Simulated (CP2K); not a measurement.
# PM6 run of SnCl2F2 (SMILES [F][Sn]([F])([Cl])[Cl])

Aim: the energy change on altering one bond length of SnCl2F2 at PM6, from 2 runs. 

Program for the calculation: CP2K 2026.2.

6 further runs of the same task are left out: 4 that didn't finish, 2 set aside as unsound or not needed.

## (1) The structure to begin with

The species is SnCl2F2 (5 atoms), meant as a singlet with charge 0. SMILES: `[F][Sn]([F])([Cl])[Cl]`. Geometry: relaxed at PBE0-D4/def2-TZVP.

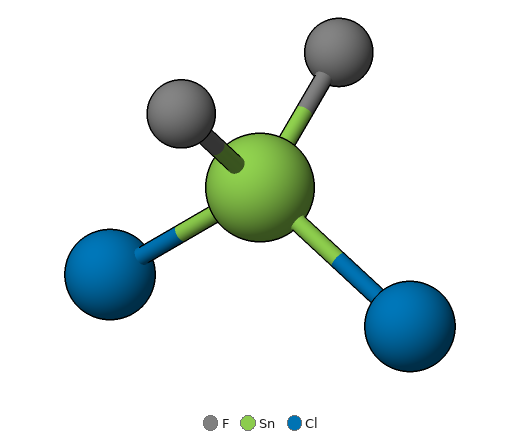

Viewed from a chosen angle; fluorine grey, tin green, chlorine blue.

## (2) A single-point energy at PM6

Input file molecule.xyz:

```xyz
5

F     -0.136000    -0.318500     1.871500
Sn     0.031600    -0.036600     0.013600
F      1.509000    -1.080200    -0.523100
Cl    -1.837700    -0.793000    -1.030000
Cl     0.483000     2.154700    -0.373400
```

Input file mol.inp:

```
&GLOBAL
  PROJECT mol
  RUN_TYPE ENERGY
  PRINT_LEVEL MEDIUM
&END

&FORCE_EVAL
  METHOD Quickstep
  &DFT
    CHARGE 0
    MULTIPLICITY 1
    &QS
      METHOD PM6
      EPS_DEFAULT 1.0E-10
      &SE
        &COULOMB
          CUTOFF [angstrom] 50
          RC_RANGE [angstrom] 0
        &END
        &EXCHANGE
          CUTOFF [angstrom] 50
          RC_RANGE [angstrom] 0
        &END
      &END
    &END
    &POISSON
      PERIODIC NONE
      POISSON_SOLVER ANALYTIC
    &END
    &SCF
      SCF_GUESS ATOMIC
      EPS_SCF 1.0E-06
      MAX_SCF 100
      ADDED_MOS 8
      &DIAGONALIZATION
        ALGORITHM STANDARD
      &END
      &MIXING
        METHOD DIRECT_P_MIXING
        ALPHA 0.4
      &END
    &END
    &PRINT
      &MOMENTS
        PERIODIC F
        REFERENCE COM
        MAX_MOMENT 1
      &END
      &MO ON
        ENERGIES T
        OCCUPATION_NUMBERS T
        NDIGITS 6
        &EACH
          QS_SCF 0
        &END
        ADD_LAST NUMERIC
      &END
      &HIRSHFELD OFF
      &END
    &END
  &END
  &SUBSYS
    &CELL
      ABC [angstrom] 15.3 15.2 14.9
      PERIODIC NONE
    &END
    &TOPOLOGY
      COORD_FILE_NAME molecule.xyz
      COORD_FILE_FORMAT XYZ
      &CENTER_COORDINATES
      &END
    &END
  &END
&END
```

Run with:

```sh
OMP_NUM_THREADS=1 cp2k.psmp mol.inp > mol.out
```

Standard output:

```text
CP2K| version string:                                       CP2K version 2026.2
[...]
 GLOBAL| Method name                                                        CP2K
[...]
 GLOBAL| Run type                                                         ENERGY
[...]
                             - Atoms:                                          5
[...]
                             - Spherical basis functions:                     30
[...]
 Number of electrons:                                                         32
[...]
     1 P_Mix/Diag. 0.40E+00    0.0     0.79852463       -53.2566211913 -5.33E+01
[...]
    17 DIIS/Diag.  0.99E-07    0.0     0.00000015       -56.1671787850 -3.25E-12
  *** SCF run converged in    17 steps ***
  Core-core repulsion energy [eV]:                           1825.70307859970694
  Core Hamiltonian energy [eV]:                             -2566.47098130484028
  Two-electron integral energy [eV]:                        -1575.23751870434307
  Electronic energy [eV]:                                   -3354.08974065701204
  Total energy [eV]:                                        -1528.38666205730465
  Atomic reference energy [eV]:                              1520.75676787098359
  Heat of formation [kcal/mol]:                              -175.94955377643919
[...]
 SE_DIPOLE| Moment [Debye]          0.57260180      -0.57959533       0.57673061
 SE_DIPOLE| Derivative [a.u.]       0.00000000       0.00000000       0.00000000
 ENERGY| Total FORCE_EVAL ( QS ) energy [hartree]            -56.167178784957535
[...]
```

Wall time 0.28 s (1 thread of Arm Neoverse V1, shared host).

## (3) The distorted shape

Input file molecule.xyz:

```xyz
5

F      1.359407     0.286607     2.706361
Sn     1.527007     0.568507     0.848461
F      3.004407    -0.475093     0.311761
Cl    -1.837700    -0.793000    -1.030000
Cl     1.978407     2.759807     0.461461
```

Input file calc.inp:

```
&FORCE_EVAL
  METHOD QUICKSTEP
  &DFT
    CHARGE 0
    MULTIPLICITY 1
    &QS
      METHOD PM6
      EPS_DEFAULT 1.0E-10
      &SE
        &COULOMB
          CUTOFF [angstrom] 50
          RC_RANGE [angstrom] 0
        &END COULOMB
        &EXCHANGE
          CUTOFF [angstrom] 50
          RC_RANGE [angstrom] 0
        &END EXCHANGE
      &END SE
    &END QS
    &POISSON
      PERIODIC NONE
      POISSON_SOLVER ANALYTIC
    &END POISSON
    &SCF
      SCF_GUESS ATOMIC
      EPS_SCF 1.0E-06
      MAX_SCF 100
      ADDED_MOS 8
      &DIAGONALIZATION
        ALGORITHM STANDARD
      &END DIAGONALIZATION
      &MIXING
        METHOD DIRECT_P_MIXING
        ALPHA 0.4
      &END MIXING
    &END SCF
    &PRINT
      &MOMENTS
        PERIODIC F
        REFERENCE COM
        MAX_MOMENT 1
      &END MOMENTS
      &MO ON
        ENERGIES T
        OCCUPATION_NUMBERS T
        NDIGITS 6
        &EACH
          QS_SCF 0
        &END EACH
        ADD_LAST NUMERIC
      &END MO
      &HIRSHFELD OFF
      &END HIRSHFELD
    &END PRINT
  &END DFT
  &SUBSYS
    &CELL
      ABC [angstrom] 16.8 15.6 15.7
      PERIODIC NONE
    &END CELL
    &TOPOLOGY
      COORD_FILE_NAME molecule.xyz
      COORD_FILE_FORMAT XYZ
      &CENTER_COORDINATES
      &END CENTER_COORDINATES
    &END TOPOLOGY
  &END SUBSYS
&END FORCE_EVAL

&GLOBAL
  PROJECT_NAME calc
  RUN_TYPE ENERGY
  PRINT_LEVEL MEDIUM
&END GLOBAL
```

Run with:

```sh
OMP_NUM_THREADS=1 cp2k.psmp -i calc.inp -o calc.out
```

Standard output:

```text
CP2K| version string:                                       CP2K version 2026.2
[...]
 GLOBAL| Method name                                                        CP2K
[...]
 GLOBAL| Run type                                                         ENERGY
[...]
                             - Atoms:                                          5
[...]
                             - Spherical basis functions:                     30
[...]
 Number of electrons:                                                         32
[...]
     1 P_Mix/Diag. 0.40E+00    0.0     0.89187704       -53.3793708641 -5.34E+01
[...]
    26 DIIS/Diag.  0.93E-07    0.0     0.00000096       -56.0134340084 -2.98E-13
  *** SCF run converged in    26 steps ***
  Core-core repulsion energy [eV]:                           1599.38699487995814
  Core Hamiltonian energy [eV]:                             -2561.98354335685372
  Two-electron integral energy [eV]:                        -1123.21301089995677
  Electronic energy [eV]:                                   -3123.59004880683187
  Total energy [eV]:                                        -1524.20305392687374
  Atomic reference energy [eV]:                              1520.75676787098359
  Heat of formation [kcal/mol]:                               -79.47325073091460
[...]
 SE_DIPOLE| Moment [Debye]         -7.02565193      -3.90177691      -3.58636440
 SE_DIPOLE| Derivative [a.u.]       0.00000000       0.00000000       0.00000000
 ENERGY| Total FORCE_EVAL ( QS ) energy [hartree]            -56.013434008415310
[...]
```

Run time: 0.3 s. Hardware: 1 thread of Arm Neoverse V1, shared host.

## (4) Summary of results

At PM6:

| quantity | value |
| --- | --- |
| first shape: total energy | -56.16718 Eh |
| first shape: dipole moment | 1.00 D |
| first shape: HOMO energy | -12.43 eV |
| first shape: LUMO energy | -2.59 eV |
| first shape: HOMO–LUMO gap | 9.84 eV |
| first shape: heat of formation | -175.9 kcal/mol |
| distorted shape: total energy | -56.01343 Eh |
| distorted shape: dipole moment | 8.80 D |
| distorted shape: HOMO energy | -9.16 eV |
| distorted shape: LUMO energy | -5.26 eV |
| distorted shape: HOMO–LUMO gap | 3.89 eV |
| distorted shape: heat of formation | -79.5 kcal/mol |
| energy change with the Sn2–Cl4 bond stretched from 2.271 to 4.087 Å | 4.184 eV |

What this shows: One bond (distorted shape) is far stretched, which a spin-restricted single reference describes badly. With the Sn2–Cl4 bond stretched from 2.271 to 4.087 Å the energy rises by 4.18 eV (404 kJ/mol). The first shape isn't relaxed at this level, so the change isn't measured from a minimum. A restricted reference can't describe the breaking bond well at this length.
